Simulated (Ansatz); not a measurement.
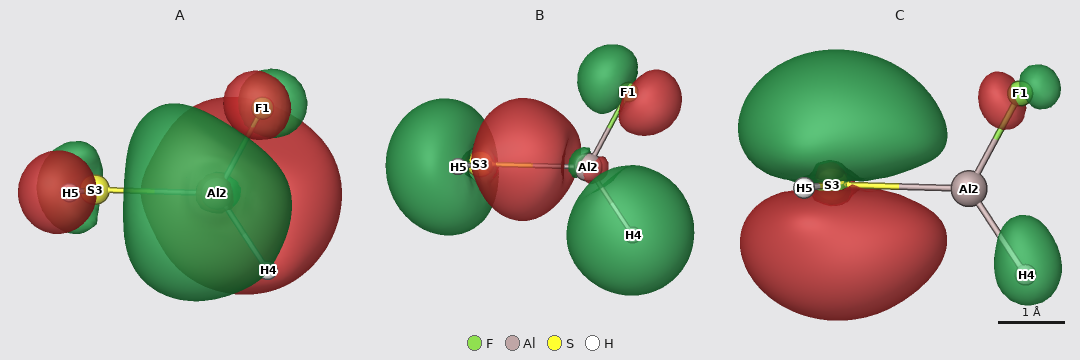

The picture shows: AlFH2S (SMILES [F][AlH][SH]). Three frontier orbitals at ±0.08 Å⁻³ᐟ² (green and red are the two phases), in no order.

Level of theory: RKS PBE-D4/def2-SVP in Ansatz.

Input file:

```
crystal:
  periodic: [false, false, false]
  atoms:
    - { symbol: F, position_ang: [-1.2495, -1.2076, 1.266] }
    - { symbol: Al, position_ang: [-0.5395, -0.3441, -0.1564] }
    - { symbol: S, position_ang: [1.6647, 0.0516, -0.1818] }
    - { symbol: H, position_ang: [-1.3594, 0.1283, -1.3978] }
    - { symbol: H, position_ang: [1.5336, 1.2982, 0.4285] }
basis:
  gaussian: { orbitals: def2-SVP }
hamiltonian:
  xc: pbe
  dispersion: d4
relax:
  f_tol: 0.015
  max_steps: 40
output:
  orbitals: {}
```

Launched as:

```sh
ansatz run input.yaml --threads 1 --pin off --max-ram 2048MiB --backend cpu --events-out ev --progress --plain --runs-dir out
```

The fields are those of the relaxed geometry.

### Which picture is the HOMO−1, the HOMO and the LUMO?

B is the HOMO−1 (−7.58 eV). By Hirshfeld shares it lies mainly on S3 (about 45 %), H4 (about 25 %), Al2 (about 20 %) and F1 (about 10 %). C is the HOMO (−6.37 eV). It lies mainly on S3 (about 85 %); largely a lone pair of S3. A is the LUMO (−2.09 eV). It lies mainly on Al2 (about 75 %), S3 (about 10 %) and F1 (about 10 %).

### What is the HOMO–LUMO gap?

4.28 eV between the orbital energies.
